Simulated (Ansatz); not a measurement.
# C5H12Si (vinyltrimethylsilane) at BLYP/6-31G(d) (spherical functions)

Aim: the electronic atomisation energy of C5H12Si (vinyltrimethylsilane) at BLYP/6-31G* (spherical functions), from 4 runs. 

Program for the calculation: Ansatz 0.2.0.

31 further runs of the same task are left out: 31 set aside as unsound or not needed.

### 1 The molecule

C5H12Si has 18 atoms, charge 0, and is taken as a singlet. SMILES: `C=C[Si](C)(C)C`. Geometry: relaxed at PBE0-D4/def2-TZVP. This is one conformer, not always the lowest.

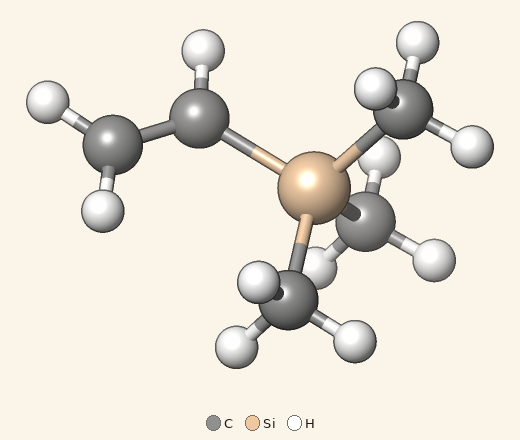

The structure, seen from a chosen angle (carbon grey, silicon light orange, hydrogen white).

### 2 The energy at BLYP/6-31G(d) (spherical functions)

input.yaml reads:

```yaml
crystal:
  periodic: [false, false, false]
  atoms:
    - {symbol: C, position_ang: [-2.463470, -0.560850, 0.441110]}
    - {symbol: C, position_ang: [-1.600000, 0.041460, -0.372240]}
    - {symbol: Si, position_ang: [0.250010, 0.097990, -0.111240]}
    - {symbol: C, position_ang: [0.693770, -0.817270, 1.461280]}
    - {symbol: C, position_ang: [0.791320, 1.889350, 0.012330]}
    - {symbol: C, position_ang: [1.095130, -0.702450, -1.581740]}
    - {symbol: H, position_ang: [-3.533840, -0.570330, 0.252000]}
    - {symbol: H, position_ang: [-2.138230, -1.076560, 1.340760]}
    - {symbol: H, position_ang: [-2.008990, 0.536650, -1.254490]}
    - {symbol: H, position_ang: [0.218540, -0.365270, 2.335650]}
    - {symbol: H, position_ang: [1.775050, -0.792910, 1.621980]}
    - {symbol: H, position_ang: [0.389440, -1.865980, 1.413780]}
    - {symbol: H, position_ang: [0.321910, 2.383320, 0.866720]}
    - {symbol: H, position_ang: [1.875770, 1.963820, 0.132240]}
    - {symbol: H, position_ang: [0.516990, 2.446350, -0.887640]}
    - {symbol: H, position_ang: [0.807560, -1.752570, -1.676110]}
    - {symbol: H, position_ang: [0.825840, -0.197420, -2.513330]}
    - {symbol: H, position_ang: [2.183160, -0.657310, -1.481070]}
basis:
  gaussian: {orbitals: 6-31G_st_-spherical.json}
hamiltonian: {xc: {name: BLYP}}
accuracy: high
output: {orbitals: {seedname: orbitals}}
```

The basis set 6-31G* is read from a file made from the Basis Set Exchange's data (not shown).

Command:

```bash
ansatz run input.yaml --threads 1 --pin off --max-ram 3480MiB --events-out events.jsonl --progress --plain --runs-dir runs
```

What it wrote:

```text
Warning: RAYON_NUM_THREADS=1 ignored (pool sized by the plan → 1); use --threads N
Functional definition: BLYP
  name "BLYP"
  parameter beta = 0.0042
  parameter a = 0.04918
  parameter b = 0.132
  parameter c = 0.2533
  parameter d = 0.349
  exchange = b88_x(beta = beta)
  correlation = lyp_c(a = a, b = b, c = c, d = d)
2859 factors; integrals over basis functions are off by at most 4.2e-9 eV
mean field evaluation 1: about -13232.4679 eV, gradient 9.4e1 eV
mean field evaluation 2: about -13210.6243 eV, gradient 1.2e2 eV
mean field evaluation 4: about -13253.8906 eV, gradient 1.4e1 eV
mean field evaluation 8: about -13254.3795 eV, gradient 3.1e-1 eV
mean field evaluation 16: about -13254.3798 eV, gradient 1.1e-5 eV
mean field -13254.37979139 eV, -487.0894731922 hartree, gradient 2.8e-8 eV, S^2 0.000000; 0 other end points of the search recorded, 0 dependent functions left out
reference -13254.37985415 eV, -487.0894754986 hartree; 28, 28 occupied and 84, 84 virtual orbitals, 2859 factors
Total energy: -13254.37985415 eV, -487.0894754986 hartree
```

It took 9.3 s on 1 thread of Intel Xeon 6975P-C (Granite Rapids), shared host; peak memory 0.41 GiB.

### 3 The C atom at the same level

molecule.yaml reads:

```yaml
crystal:
  periodic: [false, false, false]
  atoms:
    - {symbol: C, position_ang: [0.000000, 0.000000, 0.000000]}
basis:
  gaussian:
    orbitals: 6-31G_st_-spherical.json
accuracy: high
total_charge: 0
hamiltonian:
  xc: {name: BLYP}
magnetization:
  spin_polarized: true
  initial_magnetization: 2
```

The basis set 6-31G* is read from a file made from the Basis Set Exchange's data (not shown).

Run the same way, it converges to -37.82999 Eh (log not shown).

### 4 The H atom, same level

run.yaml reads:

```yaml
crystal:
  periodic: [false, false, false]
  atoms:
    - {symbol: H, position_ang: [0.000000, 0.000000, 0.000000]}
basis:
  gaussian:
    orbitals: "6-31G*"
magnetization:
  spin_polarized: true
  initial_magnetization: 1
hamiltonian:
  xc: {name: BLYP}
accuracy: high
```

Run the same way, it converges to -0.49545 Eh (log not shown).

### 5 The Si atom at the same level

molecule.yaml reads:

```yaml
crystal:
  periodic: [false, false, false]
  atoms:
    - {symbol: Si, position_ang: [0.000000, 0.000000, 0.000000]}
basis:
  gaussian: {orbitals: 6-31G_st_-spherical.json}
magnetization: {spin_polarized: true, initial_magnetization: 2}
hamiltonian: {xc: {name: BLYP}}
accuracy: high
```

The basis set 6-31G* is read from a file made from the Basis Set Exchange's data (not shown).

Command:

```bash
ansatz run molecule.yaml --threads 1 --pin off --max-ram 3480MiB --events-out events.jsonl --progress --plain --runs-dir runs
```

What it wrote:

```text
Warning: RAYON_NUM_THREADS=1 ignored (pool sized by the plan → 1); use --threads N
[... 9 set-up lines as earlier in the session ...]
141 factors; integrals over basis functions are off by at most 2.6e-9 eV
mean field evaluation 1: about -7873.6080 eV, gradient 2.7e0 eV
mean field evaluation 2: about -7873.6839 eV, gradient 1.4e0 eV
mean field evaluation 4: about -7873.7035 eV, gradient 1.2e-1 eV
mean field evaluation 8: about -7873.7036 eV, gradient 3.6e-5 eV
mean field evaluation 16: about -7873.7036 eV, gradient 4.2e-2 eV
mean field evaluation 32: about -7873.7036 eV, gradient 2.1e-8 eV
mean field -7873.70363731 eV, -289.3532716831 hartree, gradient 2.6e-8 eV, S^2 2.001543; 5 other end points of the search recorded, 0 dependent functions left out
reference -7873.70366594 eV, -289.3532727354 hartree; 8, 6 occupied and 10, 12 virtual orbitals, 141 factors
Total energy: -7873.70366594 eV, -289.3532727354 hartree
```

Wall time 0.83 s (1 thread of Intel Xeon 6975P-C (Granite Rapids), shared host).

### 6 What came out

At BLYP/6-31G* (spherical functions):

| quantity | value |
| --- | --- |
| molecule: total energy | -487.08948 Eh |
| molecule: HOMO energy | -5.91 eV |
| molecule: LUMO energy | -0.43 eV |
| molecule: HOMO–LUMO gap | 5.48 eV |
| C atom: total energy | -37.82999 Eh |
| C atom: ⟨S²⟩ | 2.002 |
| H atom: total energy | -0.49545 Eh |
| H atom: ⟨S²⟩ | 0.750 |
| Si atom: total energy | -289.35327 Eh |
| Si atom: ⟨S²⟩ | 2.002 |
| electronic atomisation energy | 71.862 eV |

In words: Taking the molecule apart into free atoms costs 71.86 eV (6934 kJ/mol), before zero-point energy and without spin-orbit coupling.
